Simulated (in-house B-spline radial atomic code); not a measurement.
Tc²⁺ (Z = 43, 41 electrons) in the configuration [Kr] 4d5 (high spin). The calculation used an in-house B-spline radial code at this level: scalar-relativistic (spin-free one-electron X2C) exchange-only LDA (Slater), spin-polarised, spherical fractional occupations, Fermi nucleus, basis-set limit. Radial functions and radii carry no picture-change correction.

```
Z = 43
electrons = 41.0
configuration = [Kr] 4d5
hamiltonian = x2c
method = lda,
spin_polarised = True
nucleus = fermi
rms_radius = 4.411169945885085
mass_number = 97
atomic_mass = 96.90636072
speed_of_light = 137.035999084
```

Wanted: the radial probability densities P² of 4p up and 4d up, each times its occupation.

4p up: outer maximum at 1.03 bohr, ⟨r⟩ = 1.18 bohr, 2 nodes, eigenvalue −61.6 eV; 4d up: outer maximum at 1.27 bohr, ⟨r⟩ = 1.63 bohr, 1 node, eigenvalue −22.9 eV.

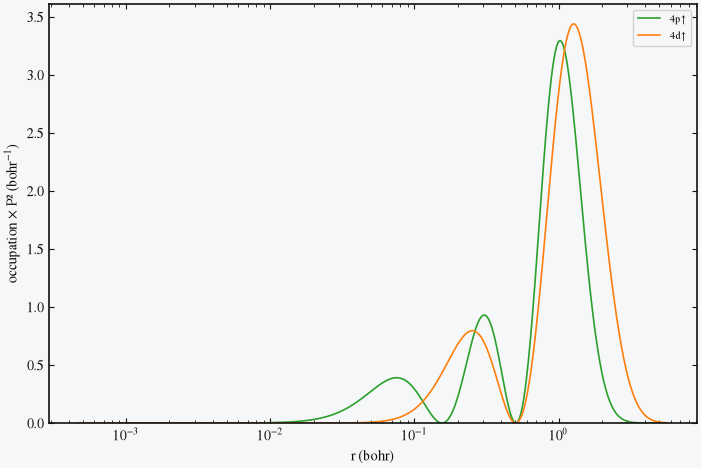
